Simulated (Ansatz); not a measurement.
Consider NaMoH4.

Input file:

```
crystal:
  lattice:
    - [3.433355898, -3.7194675646, 0.0]
    - [3.433355898, 3.7194675646, 0.0]
    - [0.0, 0.0, 2.6626335953]
  atoms:
    - { symbol: Na, position: [0.5, 0.5, 0.5] }
    - { symbol: H, position: [0.7378280106, 0.7378280106, 0.0] }
    - { symbol: H, position: [0.2621719894, 0.2621719894, 0.0] }
    - { symbol: H, position: [0.1791124439, 0.8208875561, 0.5] }
    - { symbol: H, position: [0.8208875561, 0.1791124439, 0.5] }
    - { symbol: Mo, position: [0.0, 0.0, 0.0] }
basis:
  ecutwfc: 420
kpoints:
  mp_grid: { grid: [8, 8, 14] }
  band_path:
    path:
      - [[0.0, 0.0, 0.0], [-0.5, 0.5, 0.0], [-0.4630179, 0.5369821, 0.0]]
      - [[0.4630179, 0.4630179, 0.0], [0.0, 0.0, 0.0], [0.0, 0.0, 0.5], [0.4630179, 0.4630179, 0.5]]
      - [[-0.4630179, 0.5369821, 0.5], [-0.5, 0.5, 0.5], [-0.5, 0.5, 0.0]]
      - [[0.0, 0.0, 0.0], [0.0, 0.5, 0.0], [0.0, 0.5, 0.5], [0.0, 0.0, 0.5], [-0.5, 0.5, 0.5]]
    npoints: 14
hamiltonian:
  xc: pbe
scf:
  occupations: { method: gaussian, width: 0.1 }
  n_extra_bands: 15
output:
  forces: true
  stress: true
  eigenvalues: true
  populations: true
  dos: { projected: true, de: 0.02, nscf_kmesh: { grid: [10, 10, 17] } }
  bader: true
  write_density: true
  write_potential: true
  elf: true
  volumetric_format: npy
```

Launched as:

```sh
ansatz run input.yaml --threads 1 --pin off --max-ram 2560MiB --backend cpu --events-out ev --progress --plain --runs-dir out
```

Below, planes, directions and counts refer to the conventional cell (a = 6.87 Å, b = 7.44 Å, c = 2.66 Å, α = 90.00°, β = 90.00°, γ = 90.00°).

Space group Cmmm; a structure generated by program, which may or may not match a known phase; computed without spin polarisation.

Method: Ansatz 0.2.0, DFT PBE, scalar-relativistic, plane waves, PAW.

> What will maps of the valence pseudo-density and electron localisation function show?

Mo–H (1.80 Å): ρ at the midpoint is about 1.1 e/Å³; the ELF climbs to about 1 towards the hydrogen.
Bader's partition of the density gives Na +0.82, H −0.51 and Mo +1.20 e.

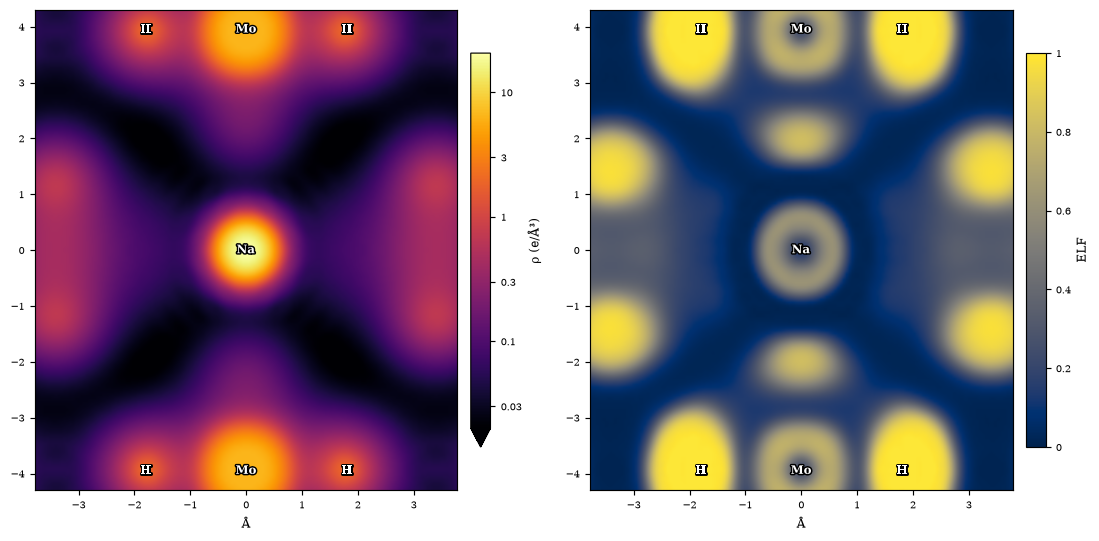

Computed valence pseudo-density and electron localisation function on the (011) plane of the conventional cell, in this order. Atoms just off the plane (H, 0.4 Å away) can leave unmarked features too.

Core electrons are frozen (PAW), and the valence fields are smoothed inside the atomic spheres.
